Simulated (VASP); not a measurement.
Energy against volume of AuAl₂ (fluorite). Method: RPBE GGA, VASP's PBE PAW potentials (set 64) (plane waves; VASP).

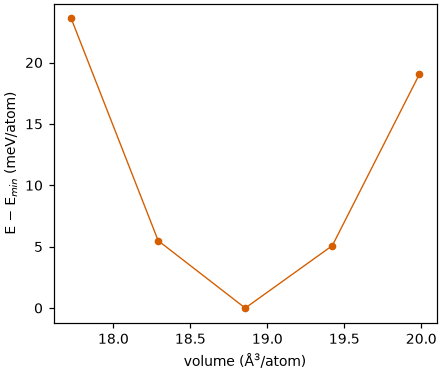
Figure. Energy against volume

**Question.** Estimate the equilibrium volume and the bulk modulus.

**Answer.** The minimum lies near 18.9 Å³/atom, and the curvature gives B0 of about 100 GPa.

The compound is AuAl2 in the fluorite structure. It was relaxed first.
